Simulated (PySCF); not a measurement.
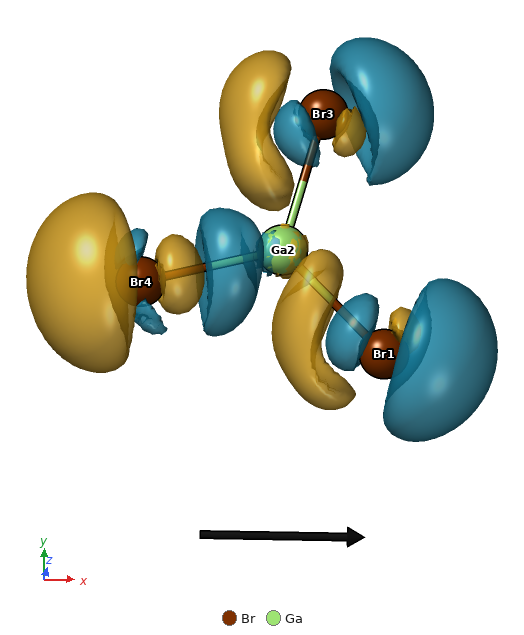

Figure. Br3Ga, SMILES `Br[Ga](Br)Br`. Change of the electron density in a uniform field of 0.21 V/Å along +x (arrow), surfaces at ±0.0015 e/Å³ (yellow: gain, teal: loss).

Level of theory: B3LYP/def2-SVPD (PySCF), at a geometry from GFN2-xTB. No frequency check shows the geometry to be a minimum. GFN2-xTB bond lengths at metals and heavier atoms can be off by up to 0.1 Å and shapes distorted, which carries into these values.

Coordinates in Å:

```
Br1      1.5894   -1.6543    0.0000
Ga2     -0.0013    0.0000    0.0000
Br3      0.6385    2.2033    0.0000
Br4     -2.2268   -0.5490    0.0000
```

### How large is the response?

The induced dipole is 1.12 D (along the field); α along this axis, from the fields in both directions, is 111 bohr³ (16.4 Å³).

### Which atoms gain and lose the most charge?

Electrons gather most on Br4 (Hirshfeld charge changes by −0.034 e) and leave Br1 most (+0.024 e); 0.075 electrons are displaced in all.
